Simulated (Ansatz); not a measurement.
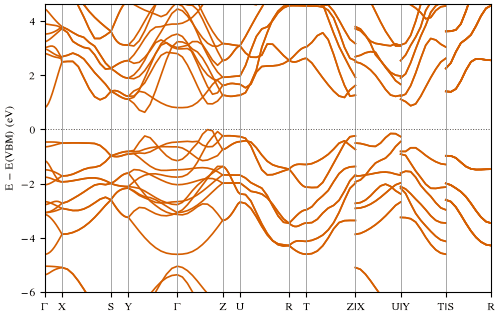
*Band structure from PBE in the plane-wave PAW code Ansatz*

Q: Read off the gap and where the band edges lie.

A: About 0.6 eV (0.62 eV by a search for the band edges); maximum on the Γ–Z line, 69 % of the way from Γ, minimum on the Y–Γ line, 31 % of the way from Y.

Q: Which compound is it?
(A) SnSe, Pnma (Sn on 4c, Se on 4c)
(B) ZnSnN2, Pna2_1 (Zn on 4a, Sn on 4a, N on 4a, N on 4a)
(C) SnS, Pnma (Sn on 4c, S on 4c)

A: A, SnSe, Pnma (Sn on 4c, Se on 4c)

Symmetry was held in the PBE relaxation. A crystal of weakly bound layers computed without a dispersion correction: the cell and the soft elastic constants depend strongly on that. Scalar-relativistic: spin–orbit coupling is off unless named, which matters more the heavier the elements.

Potentials: the later of the program's two PAW sets.
